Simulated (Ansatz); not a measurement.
Base system: BP in the zinc blende structure (space group F-43m, No. 216; a = 4.537 Å). Axes: x, y, z lie along the cube axes.

The change: a pure shear with ε_xy = ε_yx = -0.0146, atoms relaxed at fixed cell.

Method: DFT with r2SCAN, PAW potentials and a 500 eV plane-wave cutoff in Ansatz (a quantum-chemistry and plane-wave program), scalar-relativistic without spin-orbit coupling.

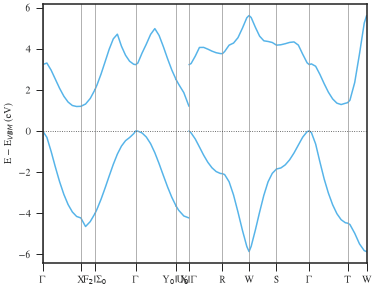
Figure: Highest valence and lowest conduction band along the path of the changed cell's own zone

### Question
Read the changed gap and its character from the plot.

### Answer
About 1.2 eV, indirect, Γ → Γ–X (89 % along).

The cells carry an imposed strain or load. Stability against distortions was not tested. k-point labels follow each cell's own Brillouin zone.
